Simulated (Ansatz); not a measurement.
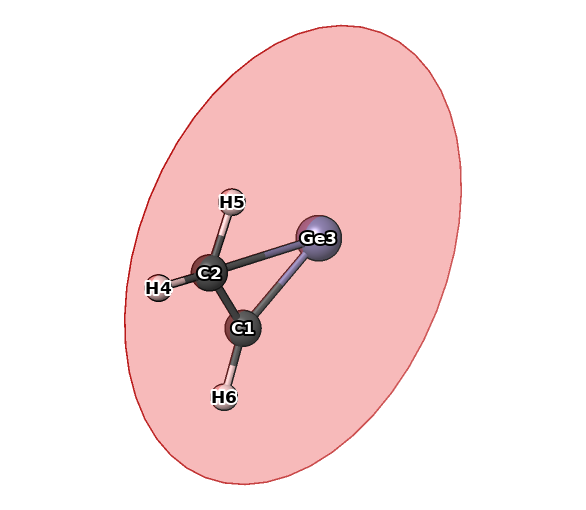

A disc through the centre of mass is drawn in. Distant atoms are faded towards the background colour. Charge +1, singlet. The geometry was computed by an optimisation with PBE0-D4/def2-TZVP. No frequency run is at hand to confirm it as a minimum.

Is the plane of the disc a mirror plane of the structure?

Answer. Yes. The reflection leaves C1, C2, Ge3, H4, H5, H6 in place. The point group is Cs.
